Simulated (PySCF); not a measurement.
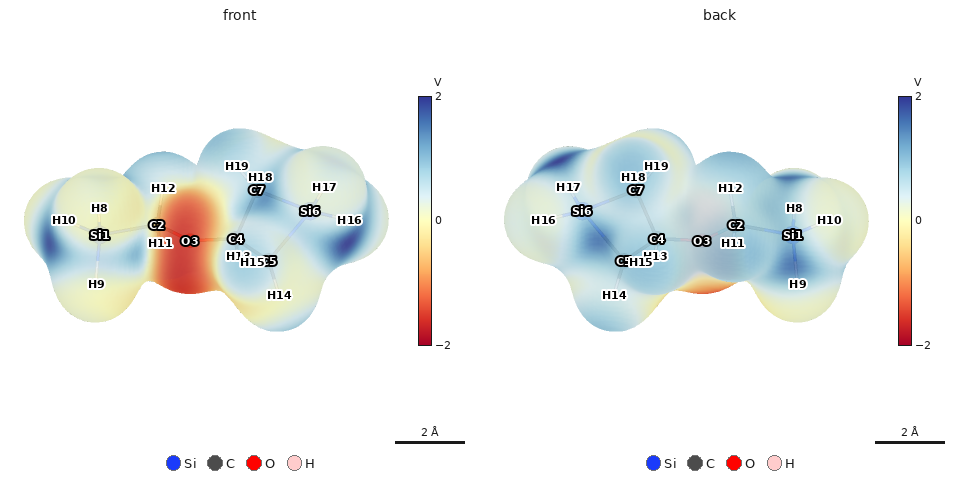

C₄H₁₂OSi₂ (SMILES [SiH3]COC1C[SiH2]C1). The molecular electrostatic potential painted on the density surface at 0.004 e/bohr³, seen from the front and from behind; red is negative and blue positive.

Geometry: GFN2-xTB.

All numbers below come from PBE0/pcSseg-1, SCF density, gas phase, non-relativistic in PySCF.

```yaml
atoms:
  - { symbol: Si, position_ang: [-3.2775, 0.0989, 0.3908] }
  - { symbol: C, position_ang: [-1.6575, 0.0811, -0.6052] }
  - { symbol: O, position_ang: [-0.6639, -0.2972, 0.3250] }
  - { symbol: C, position_ang: [0.6200, -0.4530, -0.2245] }
  - { symbol: C, position_ang: [1.6043, -0.9901, 0.8289] }
  - { symbol: Si, position_ang: [2.9185, 0.2842, 0.2911] }
  - { symbol: C, position_ang: [1.3424, 0.8601, -0.6169] }
  - { symbol: H, position_ang: [-3.1613, 1.0893, 1.4596] }
  - { symbol: H, position_ang: [-3.5014, -1.2345, 0.9449] }
  - { symbol: H, position_ang: [-4.3682, 0.4636, -0.5198] }
  - { symbol: H, position_ang: [-1.6868, -0.6370, -1.4383] }
  - { symbol: H, position_ang: [-1.4231, 1.0607, -1.0432] }
  - { symbol: H, position_ang: [0.5645, -1.1269, -1.0948] }
  - { symbol: H, position_ang: [1.8068, -2.0538, 0.7392] }
  - { symbol: H, position_ang: [1.1997, -0.8112, 1.8229] }
  - { symbol: H, position_ang: [3.9618, -0.2441, -0.5896] }
  - { symbol: H, position_ang: [3.4756, 1.1598, 1.3203] }
  - { symbol: H, position_ang: [1.3797, 1.0465, -1.6878] }
  - { symbol: H, position_ang: [0.8565, 1.7129, -0.1453] }
```

### Which sites attract a positive test charge, and which a negative one?

A positive charge is drawn to the negative regions and a negative charge to the positive ones. The most negative region (about −1.6 V) lies over O3, the most positive (about +1.8 V) over Si1 and Si6. O3 is the likeliest acceptor of a hydrogen bond.

### What dipole moment does the calculation give?

Its dipole moment is 1.23 D.
